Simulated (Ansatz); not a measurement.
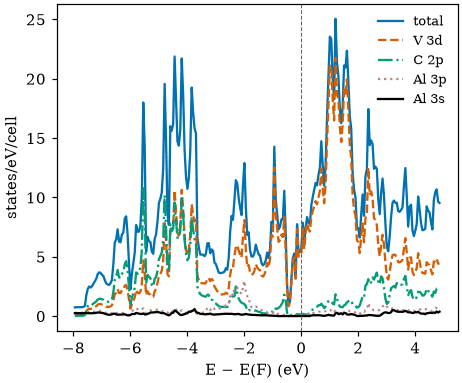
*Total and projected density of states of AlV4C3 in space group P6_3/mmc (No. 194; Pearson symbol hP16), DFT-r²SCAN in the program Ansatz with PAW potentials*

Question: Which orbitals carry the states next to the Fermi level?

Answer: Within 0.5 eV of the Fermi level: V 3d 91 %. Projections are on Löwdin-orthogonalised atomic valence shells; empty p or d shells of many metals are not among them.

Question: Where is the tallest occupied peak in this window, and what makes it?

Answer: Near -4.4 eV, about 22 states/eV per cell; the largest projected share is V 3d.

The start of the workflow was typed in or built on a structure type; the Crystallography Open Database copy checked does not list it. Its standing as an ambient phase is unchecked. The cell was relaxed with r²SCAN under the symmetry of its start; whether a distortion lowers the energy is not shown. The workflow began spin-polarised and lost its moments.

Potentials: the later of the program's two PAW sets.
